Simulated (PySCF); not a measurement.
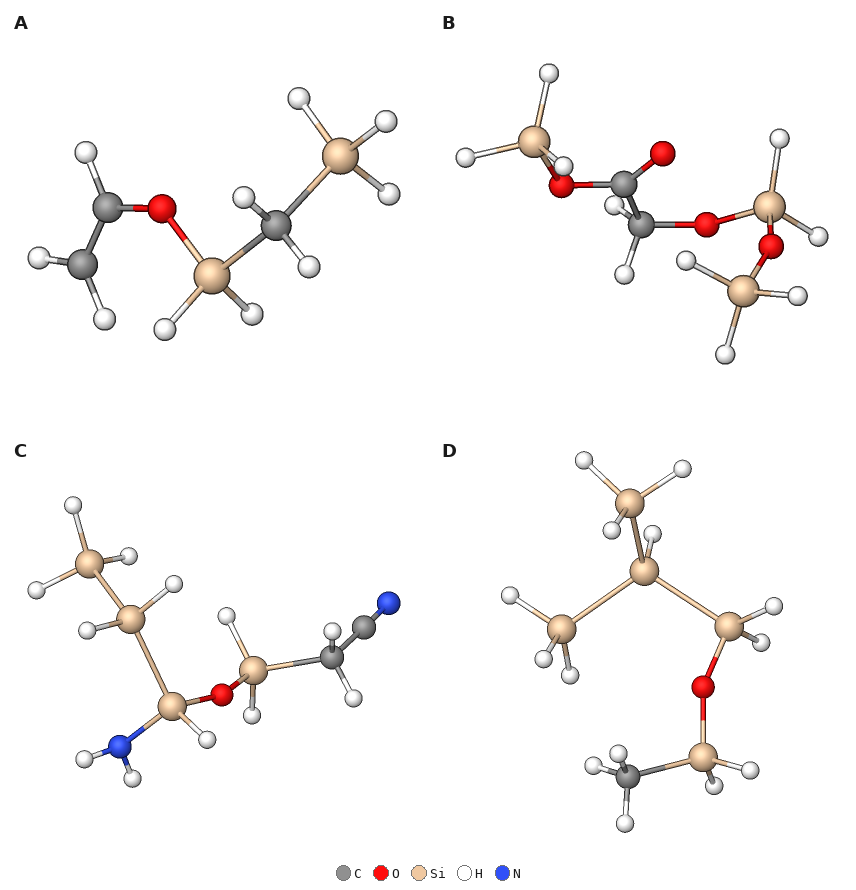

Source: calculation with PySCF.

```xyz
21
charge 0, multiplicity 1
C     2.5451   -1.6300    0.6031
Si    2.7916    0.1409   -0.0160
O     1.3179    0.8046   -0.1151
Si    0.2595    1.9371   -0.6218
Si   -1.6952    0.7005   -0.7351
Si   -3.0946    0.9473    1.1143
Si   -1.2953   -1.5383   -1.2461
H     1.9382   -2.2107   -0.0883
H     2.0532   -1.6568    1.5719
H     3.5012   -2.1339    0.7037
H     3.5776    0.9533    0.9149
H     3.3810    0.1658   -1.3586
H     0.3321    3.0087    0.3815
H     0.7935    2.5059   -1.8650
H    -2.4822    1.2701   -1.8625
H    -2.6036    0.2631    2.3167
H    -4.4371    0.4099    0.8725
H    -3.2918    2.3468    1.5046
H    -0.3434   -1.7446   -2.3435
H    -2.5085   -2.2768   -1.6180
H    -0.7480   -2.2459   -0.0824
```

Which panel shows the molecule in this file?

Answer. D. The file holds CH14OSi5, `C[SiH2]O[SiH2][SiH]([SiH3])[SiH3]`.
